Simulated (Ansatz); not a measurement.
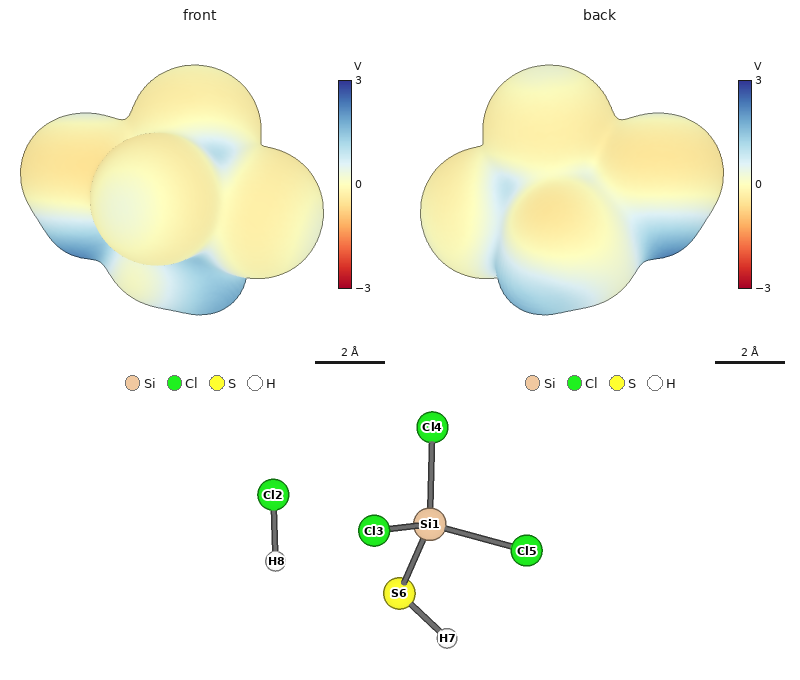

The picture shows: Cl$_{3}$HSSi···HCl. The molecular electrostatic potential painted on the density surface at 0.002 e/bohr³, seen from the front and from behind; the colour scale runs from red (negative) to blue (positive). The bare structure is drawn below in the same view.

Not at a stationary point (largest force 1.1 eV/Å).

All numbers below come from Ansatz 0.2.0, RKS B3LYP/def2-SVP.

Input

```
crystal:
  periodic: [false, false, false]
  atoms:
    - { symbol: Si, position_ang: [0.0, 0.0, 0.0] }
    - { symbol: Cl, position_ang: [0.0, 0.0, 2.48] }
    - { symbol: Cl, position_ang: [2.0086, 0.0, -0.7093] }
    - { symbol: Cl, position_ang: [-1.0032, 1.7381, -0.7093] }
    - { symbol: Cl, position_ang: [-1.0032, -1.7381, -0.7093] }
    - { symbol: S, position_ang: [-2.3345, 0.0, 0.7757] }
    - { symbol: H, position_ang: [-3.0901, -0.8728, -0.0163] }
    - { symbol: H, position_ang: [-1.414, 0.0, 2.0048] }
basis:
  gaussian: { orbitals: def2-SVP }
hamiltonian:
  xc: b3lyp
relax:
  f_tol: 0.15
  max_steps: 25
  restrain:
    - { distance: [0, 5], at: 2.16, k: 30.0 }
    - { distance: [7, 1], at: 1.37, k: 30.0 }
    - { distance: [0, 1], at: 3.33, k: 30.0 }
    - { distance: [7, 5], at: 2.6, k: 30.0 }
output:
  orbitals: {}
```

Command:

```sh
ansatz run input.yaml --threads 4 --pin off --max-ram 5120MiB --backend cpu --events-out ev --progress --plain --runs-dir out
```

The fields are those of the run's last geometry, not of the input's.

Which sites attract a positive test charge, and which a negative one?

A positive charge is drawn to the negative regions and a negative charge to the positive ones. The most negative region (about −0.5 V, or −12 kcal/mol for a unit charge) lies over the gap between the two molecules, near Cl2 and Cl3, the most positive (about +2.0 V, or +46 kcal/mol for a unit charge) over H8. Cl2 shows a σ-hole: about +0.4 V, or +9 kcal/mol for a unit charge at the tip opposite its bond, against about −0.4 V, or −9 kcal/mol for a unit charge on its flanks. Cl3 shows a σ-hole: about +0.3 V at the tip opposite its bond, against about −0.2 V on its flanks. Cl4 shows a σ-hole: about +0.2 V at the tip opposite its bond, against about −0.2 V on its flanks.
